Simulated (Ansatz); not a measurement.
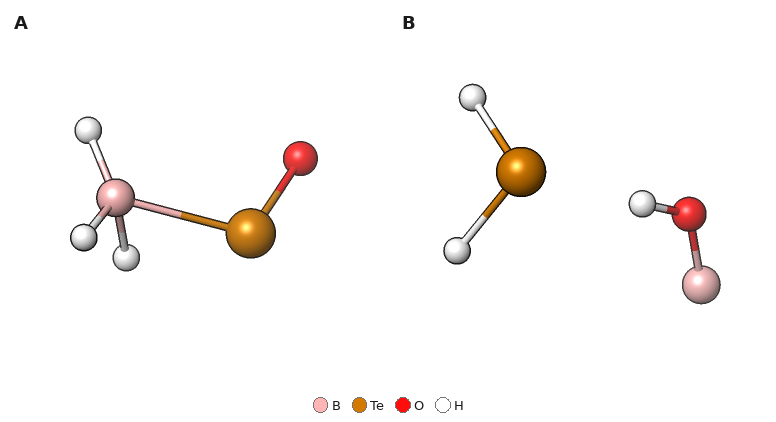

2 stationary structures of one formula. Geometries: PBE0-D4/def2-TZVP. Electronic energies: RHF-CCSD(T) (frozen core)/def2-TZVPP (Ansatz 0.2.0), without zero-point energy. No frequency run is at hand to confirm each as a minimum.

> Rank them by energy, lowest first.

B is lowest; A lies 30.4 kcal/mol above it (C1).

Give E(B) − E(A) in kcal/mol at these levels too: PBE0-D4/def2-TZVPP; PBE-D4/def2-TZVPP; RHF-CCSD(T) (frozen core)/def2-TZVPP; ωB97M-V/def2-TZVPP; r2SCAN-D4/def2-TZVPP; B3LYP-D4/def2-TZVPP; PBE0-D4/def2-TZVP.

```
                               level  E(B) − E(A) (kcal/mol)
                  PBE0-D4/def2-TZVPP                   −24.3
                   PBE-D4/def2-TZVPP                   −14.5
RHF-CCSD(T) (frozen core)/def2-TZVPP                   −30.4
                  ωB97M-V/def2-TZVPP                   −34.2
                r2SCAN-D4/def2-TZVPP                   −19.4
                 B3LYP-D4/def2-TZVPP                   −27.3
                   PBE0-D4/def2-TZVP                   −23.4
```
